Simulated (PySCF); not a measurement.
The calculation's input:

```
{"job": {"xc": "PBE0", "basis": "pcSseg-1", "kind": "nmr", "pop": true}, "charge": 0, "multiplicity": 1}
F     -1.664791     1.327247    -1.230802
Si    -1.973551     0.083942    -0.239189
Si     0.013875    -0.377344     0.841367
Si     1.958483     0.115730    -0.323691
H     -2.472718    -0.933158    -1.161210
H     -3.101098     0.585659     0.541615
H     -0.015857    -1.802218     1.221238
H      0.010601     0.310768     2.146274
H      3.174955    -0.115066     0.462002
H      1.994889     1.515260    -0.752775
H      2.080637    -0.708149    -1.530792
```

Command:

```sh
OMP_NUM_THREADS=1 python ens_run.py task.json out
```

Geometry: GFN2-xTB.

Method: PySCF, PBE0/pcSseg-1, SCF density, gas phase, non-relativistic.

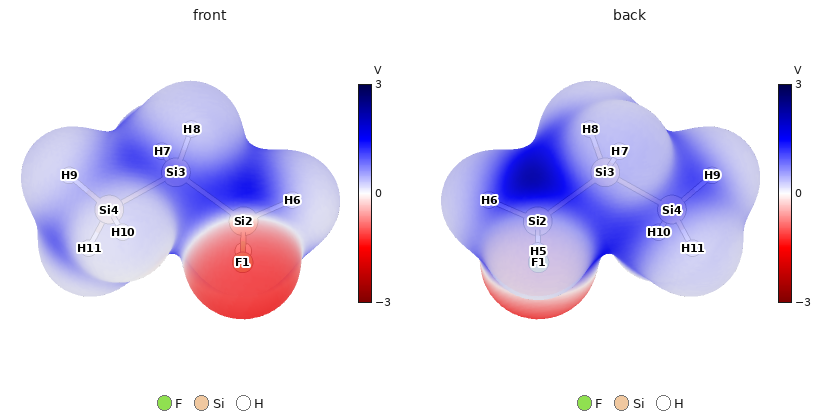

FH7Si3 (SMILES F[SiH2][SiH2][SiH3]). The electrostatic potential painted on the density surface at 0.002 e/bohr³, seen from the front and from behind; the colour scale runs from red (negative) to blue (positive).

Describe the electrostatic potential map.

The most negative region (about −1.2 V, or −28 kcal/mol for a unit charge) lies over F1, the most positive (about +2.0 V, or +46 kcal/mol for a unit charge) over Si2.

How polar is the molecule by this calculation?

Its dipole moment is 1.65 D.
